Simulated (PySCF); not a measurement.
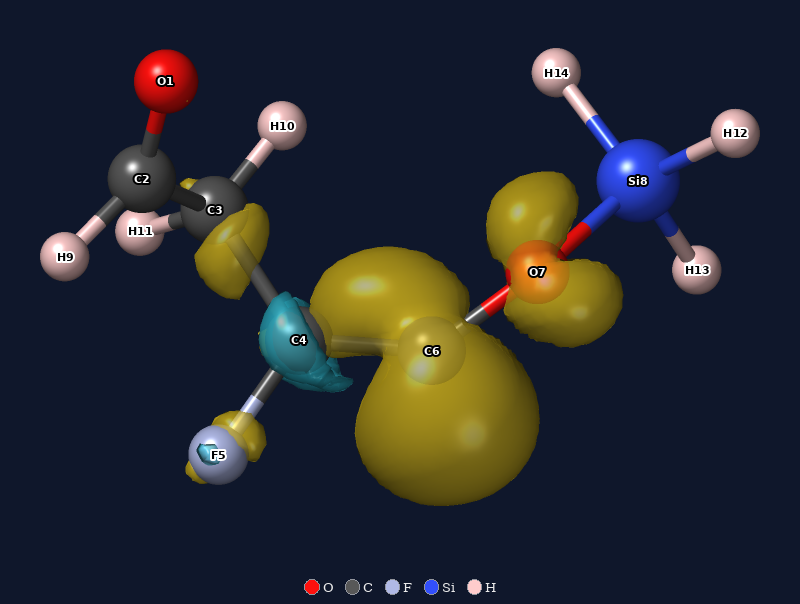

Figure. C4H6FO2Si (SMILES O=CC/C(F)=[C]\O[SiH3]) (doublet). Isosurfaces of the spin density at +0.03 (yellow) and −0.03 e/Å³ (cyan), seen at an oblique angle.

Geometry: GFN2-xTB.

These are results of PySCF 2.14.0, density-fitted response routines, UKS B3LYP, pcH-1 on C F H O Si, non-relativistic, mean-field spin-orbit, GIAO, not measurements.

| atom | x (Å) | y (Å) | z (Å) |
| --- | --- | --- | --- |
| O | -2.3856 | 1.3690 | 1.2634 |
| C | -2.4135 | 0.5649 | 0.3739 |
| C | -1.3059 | 0.3528 | -0.6202 |
| C | -0.7005 | -1.0246 | -0.3697 |
| F | -1.5223 | -2.0247 | -0.7917 |
| C | 0.4367 | -1.3039 | 0.1986 |
| O | 1.4288 | -0.6887 | 0.7340 |
| Si | 2.7563 | 0.1947 | 0.3335 |
| H | -3.2658 | -0.1249 | 0.2387 |
| H | -0.5372 | 1.1161 | -0.5058 |
| H | -1.7080 | 0.3512 | -1.6349 |
| H | 3.2979 | 0.3904 | 1.6660 |
| H | 3.6014 | -0.5884 | -0.5652 |
| H | 2.3170 | 1.4157 | -0.3427 |

**Which atoms carry the spin?**

The unpaired spin (1 electron) lies mostly on C6 (about 0.7) and O7 (about 0.2), in electrons by Hirshfeld's partition.
